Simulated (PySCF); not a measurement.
C6H14OSi, SMILES CC(C)(C)/C=C\O[SiH3] at its GFN2-xTB optimised geometry (Å):

```
22

C      1.3772    -0.7902     0.0000
C     -0.1563    -0.7902     0.0000
C     -0.6680    -1.5219     1.2471
C     -0.6629    -1.5086    -1.2533
C     -0.6677     0.6313     0.0000
C     -0.4229     1.5547     0.9204
O      0.3474     1.3463     2.0113
Si     0.7122     2.2697     3.2951
H      1.7560    -0.2733    -0.8794
H      1.7534    -1.8111    -0.0086
H      1.7541    -0.2875     0.8858
H     -0.3141    -2.5508     1.2518
H     -1.7560    -1.5292     1.2626
H     -0.3124    -1.0276     2.1463
H     -0.3076    -1.0079    -2.1515
H     -1.7506    -1.5237    -1.2731
H     -0.3060    -2.5361    -1.2702
H     -1.2957     0.9214    -0.8286
H     -0.8422     2.5508     0.8297
H     -0.4879     2.5576     4.0847
H      1.6467     1.3766     3.9609
H      1.3124     3.5383     2.8746
```

Method: B3LYP/def2-SVP in PySCF. Cells within 0.4 Å of a nucleus heavier than hydrogen are left out (blank, or x).

Map of the deformation density (molecule minus spherical neutral atoms) (e/bohr³) on the plane z = 0.0 Å:

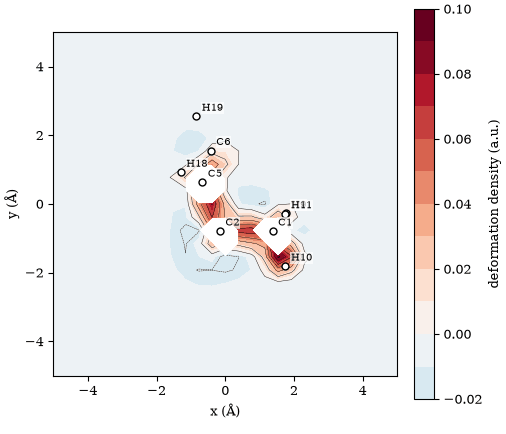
*Deformation density (molecule minus spherical neutral atoms) (e/bohr³) on the plane z = 0.0 Å.*
